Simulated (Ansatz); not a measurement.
# Ga2S+ (doublet): correlated methods under varied settings

Aim: run Ga2S+ (doublet) at one geometry under a spread of methods and options, and see what each costs and gives.

Method: the settings change from run to run; program: Ansatz 0.2.0, Gaussian basis.

20 further runs of the same task are left out: 6 for a known fault of the program, 10 that didn't finish, 4 set aside as unsound or not needed.

## (1) The system

The geometry is a PBE0/def2-TZVP stationary point (not a proven minimum) of the parent state, kept for this charge and spin. No spin-orbit coupling is included. The filled d shell of Ga may be among the frozen orbitals whatever the setting's name suggests; the logs give the count.

3 atoms, charge 1, spin multiplicity 2.

Atoms are counted from 1 here; the program's logs count them from 0.

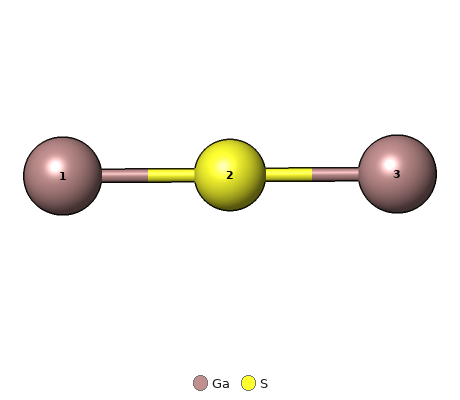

The geometry (gallium pink, sulfur yellow); atoms are numbered from 1 in the order of the file.

## (2) CCSD(T) on ROHF/cc-pVDZ

in.yaml reads:

```yaml
crystal:
  periodic: [false, false, false]
  atoms:
    - {symbol: Ga, position_ang: [0.000000, 0.000000, 2.264000]}
    - {symbol: S, position_ang: [0.000000, 0.000000, 0.000000]}
    - {symbol: Ga, position_ang: [0.000000, 0.000000, -2.264000]}
basis:
  gaussian: {orbitals: cc-pVDZ, point_charges: [{charge: 0.50, position_ang: [2.518, -0.476, 0.260]}]}
total_charge: 1
magnetization: {spin_polarized: false, initial_magnetization: 1}
hamiltonian: {pseudopotentials: {relativity: scalar}}
correlation: {method: ccsd_t, electrons: outside_noble_gas, diis_vectors: 2}
scf: {lower_state_search: light}
output: {forces: true}
```

The run is started by

```sh
ansatz run in.yaml --threads 1 --pin off --events-out ev --progress --plain --max-ram 2393MiB
```

The log of the run, shortened:

```text
Functional definition: HF
  name "HF"
  cite "Fock, Z. Phys. 61, 126 (1930) doi:10.1007/BF01340294"
  parent pbe
[...]
840 factors; integrals over basis functions are off by at most 4.6e-4 eV
[...]
mean field -116321.89070891 eV, -4274.7506377431 hartree, gradient 6.1e-6 eV, S^2 0.750000; 13 other end points of the search recorded, 0 dependent functions left out
[...]
determinant -116321.89070891 eV, -4274.7506377431 hartree, with singles and doubles -116328.26664502 eV, -4274.9849490734 hartree
determinant -116321.29744028 eV, -4274.7288355232 hartree, with singles and doubles -116327.29332003 eV, -4274.9491800395 hartree
determinant -116320.91895907 eV, -4274.7149265952 hartree, with singles and doubles -116326.93564516 eV, -4274.9360357306 hartree
determinant -116319.01378675 eV, -4274.6449128037 hartree, with singles and doubles -116325.62343740 eV, -4274.8878129848 hartree
33 core orbitals not correlated: weight in the atoms' cores, before any rotation towards them, 0.995 or more for the frozen orbitals, at most 0.007 for the correlated occupied ones
reference -116321.89070891 eV, -4274.7506377431 hartree; 6, 5 occupied and 33, 34 virtual orbitals, 840 factors
second order -5.54894526 eV of doubles, -0.12634204 eV of singles
cycle   1  -6.37553833 eV  change    4.0e-4 eV  update   1.3e-3
[...]
cycle  17  -6.37567760 eV  change   -1.2e-7 eV  update   1.5e-7
perturbative correction -0.26670968 eV, -0.0098014000 hartree
[...]
Total energy: -116328.53309619 eV, -4274.9947409732 hartree
Relativity: scalar
Atom 0 at     0.000000     0.000000     2.264000 Å, force    -0.302148     0.057118     0.789072 eV/Å
Atom 1 at     0.000000     0.000000     0.000000 Å, force     0.563955    -0.106609     0.116042 eV/Å
Atom 2 at     0.000000     0.000000    -2.264000 Å, force    -0.210926     0.039873    -0.817840 eV/Å
Dipole moment:    -0.267212     0.050513    -0.065504 e Å
```

Wall time 34 s (1 thread of Arm Neoverse V1, shared host).

From the report: correlation -6.6424 eV; T1 0.030; largest double amplitude 0.09.

## (3) BCCD on ROHF/STO-3G

in.yaml reads:

```yaml
crystal:
  periodic: [false, false, false]
  atoms:
    - {symbol: Ga, position_ang: [0.000000, 0.000000, 2.264000]}
    - {symbol: S, position_ang: [0.000000, 0.000000, 0.000000]}
    - {symbol: Ga, position_ang: [0.000000, 0.000000, -2.264000]}
basis:
  gaussian: {orbitals: STO-3G}
total_charge: 1
magnetization: {spin_polarized: false, initial_magnetization: 1}
correlation: {method: bccd, electrons: outside_noble_gas}
scf: {lower_state_search: light}
```

Launched as before.

The log of the run, shortened:

```text
Functional definition: HF
  name "HF"
  cite "Fock, Z. Phys. 61, 126 (1930) doi:10.1007/BF01340294"
  parent pbe
[...]
447 factors; integrals over basis functions are off by at most 1.3e-5 eV
[...]
mean field -114147.71394258 eV, -4194.8511152906 hartree, gradient 2.9e-8 eV, S^2 0.750000; 22 other end points of the search recorded, 0 dependent functions left out
[...]
determinant -114147.71394258 eV, -4194.8511152906 hartree, with singles and doubles -114150.55472405 eV, -4194.9555120839 hartree
determinant -114145.02515985 eV, -4194.7523043474 hartree, with singles and doubles -114147.42190091 eV, -4194.8403829571 hartree
determinant -114144.94723501 eV, -4194.7494406625 hartree, with singles and doubles -114147.36583454 eV, -4194.8383225560 hartree
determinant -114144.85143303 eV, -4194.7459200045 hartree, with singles and doubles -114147.56331657 eV, -4194.8455798864 hartree
[...]
determinant -114143.95101774 eV, -4194.7128303530 hartree, with singles and doubles -114146.20003771 eV, -4194.7954803124 hartree
determinant -114139.55289457 eV, -4194.5512023078 hartree, with singles and doubles -114142.88215584 eV, -4194.6735504029 hartree
determinant -114137.90612078 eV, -4194.4906844870 hartree, with singles and doubles -114141.41894727 eV, -4194.6197784795 hartree
unrestricted determinant -114151.76398887 eV, -4194.9999517464 hartree, S^2 2.3155
33 core orbitals not correlated, not the lowest: weight in the atoms' cores, before any rotation towards them, 0.278 or more for the frozen orbitals, at most 0.272 for the correlated occupied ones
reference -114147.71394258 eV, -4194.8511152906 hartree; 6, 5 occupied and 6, 7 virtual orbitals, 447 factors
second order -2.34297371 eV of doubles, -0.00045249 eV of singles
cycle   1  -2.75675987 eV  change    8.4e-2 eV  update   6.7e-2
[...]
cycle  12  -2.76079360 eV  change    3.4e-6 eV  update   7.3e-6
WARN: the method's energy lies above the unrestricted determinant's, so it is not that of the lowest state
Total energy: -114150.47473618 eV, -4194.9525725840 hartree
```

Wall time 48 s (1 thread of Arm Neoverse V1, shared host).

From the report: correlation -2.7608 eV; largest double amplitude 0.10. The report marks this result as in doubt.

## (4) BCCD on UHF/cc-pVDZ

in.yaml, as its differences from that of step 3:

```diff
@@ -7,6 +7,5 @@
 basis:
-  gaussian: {orbitals: STO-3G}
+  gaussian: {orbitals: cc-pVDZ}
 total_charge: 1
-magnetization: {spin_polarized: false, initial_magnetization: 1}
+magnetization: {spin_polarized: true, initial_magnetization: 1}
 correlation: {method: bccd, electrons: outside_noble_gas}
-scf: {lower_state_search: light}
```

Same command.

The log of the run, shortened:

```text
Functional definition: HF
  name "HF"
  cite "Fock, Z. Phys. 61, 126 (1930) doi:10.1007/BF01340294"
  parent pbe
[...]
840 factors; integrals over basis functions are off by at most 4.6e-4 eV
[...]
mean field -115479.21670239 eV, -4243.7829391883 hartree, gradient 2.5e-6 eV, S^2 0.833358; 12 other end points of the search recorded, 0 dependent functions left out
determinant -115479.21670239 eV, -4243.7829391883 hartree, with singles and doubles -115485.35053226 eV, -4244.0083532783 hartree
determinant -115478.66807664 eV, -4243.7627775639 hartree, with singles and doubles -115484.56656332 eV, -4243.9795429514 hartree
determinant -115476.28020410 eV, -4243.6750248667 hartree, with singles and doubles -115482.86253415 eV, -4243.9169210345 hartree
33 core orbitals not correlated: weight in the atoms' cores, before any rotation towards them, 0.993 or more for the frozen orbitals, at most 0.006 for the correlated occupied ones
reference -115479.21670239 eV, -4243.7829391883 hartree; 6, 5 occupied and 33, 34 virtual orbitals, 840 factors
second order -5.31181731 eV of doubles, -0.00000000 eV of singles
cycle   1  -6.11091490 eV  change    2.3e-2 eV  update   1.0e-2
[...]
cycle   9  -6.10972576 eV  change    8.4e-6 eV  update   6.1e-6
Total energy: -115485.32642815 eV, -4244.0074674686 hartree
```

Wall time 31 s (1 thread of Arm Neoverse V1, shared host).

From the report: ⟨S²⟩ of the determinant 0.833 (pure doublet: 0.75); correlation -6.1097 eV; largest double amplitude 0.08.

## (5) NEVPT2(11,6)/cc-pVDZ

in.yaml, as its differences from that of step 4:

```diff
@@ -9,3 +9,3 @@
 total_charge: 1
-magnetization: {spin_polarized: true, initial_magnetization: 1}
-correlation: {method: bccd, electrons: outside_noble_gas}
+magnetization: {spin_polarized: false, initial_magnetization: 1}
+correlation: {method: sc_nevpt2, electrons: outside_noble_gas, active_space: {window: {electrons: 11, orbitals: 6}, states: [{multiplicity: 2, weights: [1, 1, 1, 1]}], root: 3}}
```

Same command.

The log of the run, shortened:

```text
Functional definition: HF
  name "HF"
  cite "Fock, Z. Phys. 61, 126 (1930) doi:10.1007/BF01340294"
  parent pbe
[...]
1414 factors; integrals over basis functions are off by at most 1.9e-7 eV
[...]
mean field -115478.90638865 eV, -4243.7715353688 hartree, gradient 7.4e-6 eV, S^2 0.750000; 9 other end points of the search recorded, 0 dependent functions left out
reference -115478.90638865 eV, -4243.7715353688 hartree; 39, 38 occupied and 33, 34 virtual orbitals, 1414 factors
state -115478.79975145 eV, -4243.7676165240 hartree
state -115478.30654053 eV, -4243.7494913569 hartree
state -115478.30654053 eV, -4243.7494913569 hartree
state -115475.67634704 eV, -4243.6528335291 hartree
state -115478.79975145 eV, -4243.7676165240 hartree; corrected -115483.68263999 eV, -4243.9470593679 hartree
state -115478.30654053 eV, -4243.7494913569 hartree; corrected -115482.70395756 eV, -4243.9110934520 hartree
state -115478.30654053 eV, -4243.7494913569 hartree; corrected -115482.70395756 eV, -4243.9110934520 hartree
state -115475.67634704 eV, -4243.6528335291 hartree; corrected -115481.33216680 eV, -4243.8606810714 hartree
Total energy: -115481.33216680 eV, -4243.8606810714 hartree
```

It took 17 s on 1 thread of Arm Neoverse V1, shared host; peak memory 0.3 GiB.

From the report: 2 determinants; active occupations (of the averaged states) 2.00, 2.00, 1.75, 1.75, 1.75, 1.75.

## (6) CCSD(T) on ROHF/cc-pVDZ

in.yaml reads:

```yaml
crystal:
  periodic: [false, false, false]
  atoms:
    - {symbol: Ga, position_ang: [0.000000, 0.000000, 2.264000]}
    - {symbol: S, position_ang: [0.000000, 0.000000, 0.000000]}
    - {symbol: Ga, position_ang: [0.000000, 0.000000, -2.264000]}
basis:
  gaussian: {orbitals: cc-pVDZ, fitting: {mean_field: def2-universal-jkfit}, point_charges: [{charge: 1.00, position_ang: [3.304, -0.299, 0.361]}]}
total_charge: 1
magnetization: {spin_polarized: false, initial_magnetization: 1}
correlation: {method: ccsd_t, electrons: valence}
```

The command is unchanged.

The log of the run, shortened:

```text
Functional definition: HF
  name "HF"
  cite "Fock, Z. Phys. 61, 126 (1930) doi:10.1007/BF01340294"
  parent pbe
[...]
660 factors; integrals over basis functions are off by at most 5.7e-2 eV
[...]
mean field -115476.01925011 eV, -4243.6654349845 hartree, gradient 1.2e-6 eV, S^2 0.750000; 10 other end points of the search recorded, 0 dependent functions left out
[...]
determinant -115476.01925011 eV, -4243.6654349845 hartree, with singles and doubles -115483.31126576 eV, -4243.9334116169 hartree
determinant -115475.27038071 eV, -4243.6379145416 hartree, with singles and doubles -115482.23818364 eV, -4243.8939765764 hartree
determinant -115474.90978707 eV, -4243.6246629697 hartree, with singles and doubles -115481.89581396 eV, -4243.8813947227 hartree
determinant -115473.25178922 eV, -4243.5637326726 hartree, with singles and doubles -115480.73854257 eV, -4243.8388657834 hartree
23 core orbitals not correlated: weight in the atoms' cores, before any rotation towards them, 1.000 or more for the frozen orbitals, at most 0.000 for the correlated occupied ones
reference -115476.01925011 eV, -4243.6654349845 hartree; 16, 15 occupied and 33, 34 virtual orbitals, 660 factors
second order -6.41960835 eV of doubles, -0.11770449 eV of singles
cycle   1  -7.29197052 eV  change    4.5e-5 eV  update   2.9e-3
[...]
cycle   8  -7.29391305 eV  change    1.6e-5 eV  update   3.0e-5
perturbative correction -0.34831316 eV, -0.0128002725 hartree
Total energy: -115483.66147632 eV, -4243.9462816175 hartree
```

Run time: 43 s. Hardware: 1 thread of Arm Neoverse V1, shared host.

From the report: correlation -7.6422 eV; T1 0.024; largest double amplitude 0.09.

## (7) CCSD on ROHF/cc-pVDZ

in.yaml reads:

```yaml
crystal:
  periodic: [false, false, false]
  atoms:
    - {symbol: Ga, position_ang: [0.000000, 0.000000, 2.264000]}
    - {symbol: S, position_ang: [0.000000, 0.000000, 0.000000]}
    - {symbol: Ga, position_ang: [0.000000, 0.000000, -2.264000]}
basis:
  gaussian: {orbitals: cc-pVDZ}
total_charge: 1
magnetization: {spin_polarized: false, initial_magnetization: 1}
hamiltonian: {pseudopotentials: {relativity: none}}
correlation: {method: ccsd, electrons: valence}
```

Same command.

The log of the run, shortened:

```text
Functional definition: HF
  name "HF"
  cite "Fock, Z. Phys. 61, 126 (1930) doi:10.1007/BF01340294"
  parent pbe
[...]
840 factors; integrals over basis functions are off by at most 4.6e-4 eV
[...]
mean field -115478.90618023 eV, -4243.7715277094 hartree, gradient 6.7e-6 eV, S^2 0.750000; 10 other end points of the search recorded, 0 dependent functions left out
[...]
determinant -115478.90618023 eV, -4243.7715277094 hartree, with singles and doubles -115486.26006039 eV, -4244.0417778206 hartree
determinant -115478.55896446 eV, -4243.7587677655 hartree, with singles and doubles -115485.51603347 eV, -4244.0144353357 hartree
determinant -115476.21034634 eV, -4243.6724576415 hartree, with singles and doubles -115483.72688234 eV, -4243.9486852444 hartree
23 core orbitals not correlated: weight in the atoms' cores, before any rotation towards them, 1.000 or more for the frozen orbitals, at most 0.000 for the correlated occupied ones
reference -115478.90618023 eV, -4243.7715277094 hartree; 16, 15 occupied and 33, 34 virtual orbitals, 840 factors
second order -6.48708325 eV of doubles, -0.12842656 eV of singles
cycle   1  -7.35277185 eV  change    1.1e-3 eV  update   9.7e-4
[...]
cycle   6  -7.35281057 eV  change   -1.5e-5 eV  update   4.7e-6
Total energy: -115486.25899080 eV, -4244.0417385139 hartree
```

Wall time 29 s (1 thread of Arm Neoverse V1, shared host).

From the report: correlation -7.3528 eV; T1 0.019; largest double amplitude 0.09.

## (8) All runs side by side

Where basis and cores are those of an earlier UCCSDT(Q)/cc-pVDZ run (-115485.6855 eV), and the state is the same kind, the miss against it is given. † marks a result that the program doubts.

```csv
level,correlated,functions,energy (eV),from UCCSDT(Q) (meV),time
"CCSD(T) on ROHF/cc-pVDZ (beside a point charge, relativity set)",outside noble gas,72,-116328.5331,,34 s
BCCD on ROHF/STO-3G †,outside noble gas,45,-114150.4747,,48 s
BCCD on UHF/cc-pVDZ,outside noble gas,72,-115485.3264,359.1,31 s
"NEVPT2(11,6)/cc-pVDZ (excited root 3 of an average)",outside noble gas,72,-115481.3322,,17 s
CCSD(T) on ROHF/cc-pVDZ (beside a point charge),valence,72,-115483.6615,,43 s
CCSD on ROHF/cc-pVDZ,valence,72,-115486.2590,,29 s
```

## (9) Outcome

```
quantity                                                      value
    runs                                                          6
quickest  NEVPT2(11,6)/cc-pVDZ (excited root 3 of an average), 17 s
 slowest                                BCCD on ROHF/STO-3G †, 48 s
```

In words: Total energies in different bases, with other cores or another treatment of relativity can't be set against each other. BCCD on ROHF/STO-3G † took 3 times as long as NEVPT2(11,6)/cc-pVDZ (excited root 3 of an average); the jobs differ in more than the method.
